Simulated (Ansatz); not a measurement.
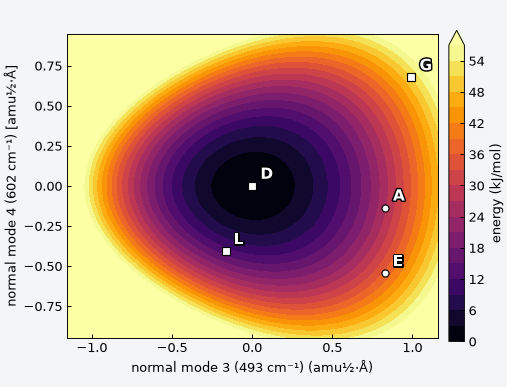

AlCl₂H, SMILES [Cl][AlH][Cl]. First axis: normal mode 3 (493 cm⁻¹). Second axis: normal mode 4 (602 cm⁻¹). Nothing is relaxed (straight displacements along the two mass-weighted modes). Grid: 15 × 15 points; 120 points were computed and 105 follow by symmetry. All energies are given in kJ/mol relative to the lowest grid point. The calculation used RHF/def2-TZVP (Ansatz).

In the figure: filled contours, one colour for all values above the top of the scale, lettered points. Between grid points the surface is interpolated.

Question: Is L the lowest point of the computed grid?

Answer: No. L lies 13 kJ/mol above the lowest grid point, which is at normal mode 3 (493 cm⁻¹) = 0.000 amu½·Å, normal mode 4 (602 cm⁻¹) = 0.000 amu½·Å.

Question: What kind of point is each of A, D, E, G, L: minimum, saddle, maximum or slope?

Answer: A: on a slope; D: minimum; E: on a slope; G: on a slope; L: on a slope. (In these two coordinates alone; a stationary point may lie a little off the grid point.)

Question: Rank the lettered points by energy, lowest first.

Answer: D (0 kJ/mol), L (13 kJ/mol), A (26 kJ/mol), E (36 kJ/mol), G (51 kJ/mol).
